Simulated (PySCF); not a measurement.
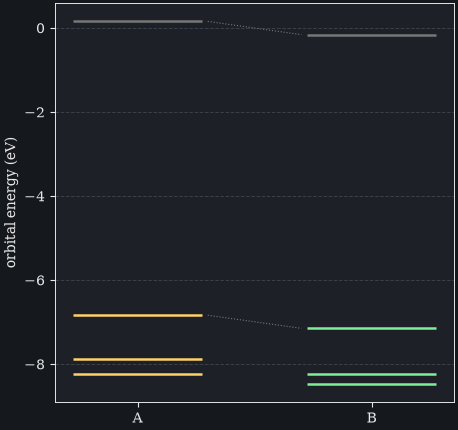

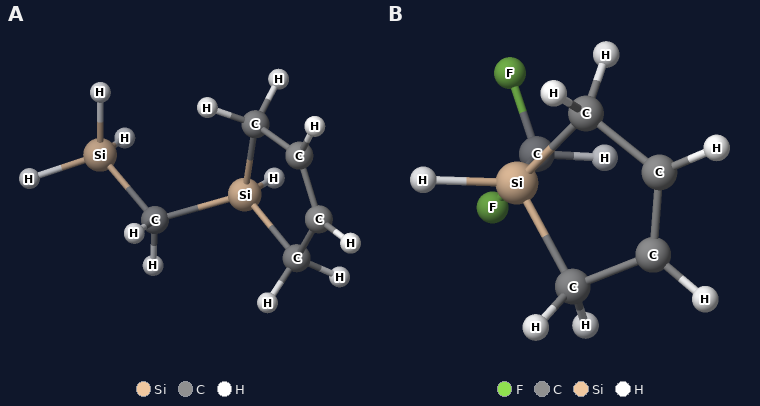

Related molecules: A is C₅H₁₂Si₂, SMILES [SiH3]C[SiH]1CC=CC1; B is C₅H₈F₂Si, SMILES FC(F)[SiH]1CC=CC1. Frontier orbital energies, B3LYP/def2-SVPD, PySCF, at a PBE0-D3(BJ)/def2-SVP geometry (no frequency check); drawn are at most three filled levels and, in grey, the LUMO with any level within 0.03 eV of it; dotted lines join the HOMOs and the LUMOs.

Question: What does the change do to the frontier levels?

Answer: From A to B the HOMO falls by 0.31 eV and the LUMO falls by 0.32 eV, so the separation goes from 6.99 to 6.99 eV.

Question: Does the ΔSCF ionisation energy follow the HOMO?

Answer: A: −ε(HOMO) 6.84, ΔSCF 8.99 eV; B: −ε(HOMO) 7.15, ΔSCF 9.29 eV.

Caveats, for all or some of the runs: empty levels above zero depend strongly on the basis; one conformer of a flexible molecule.
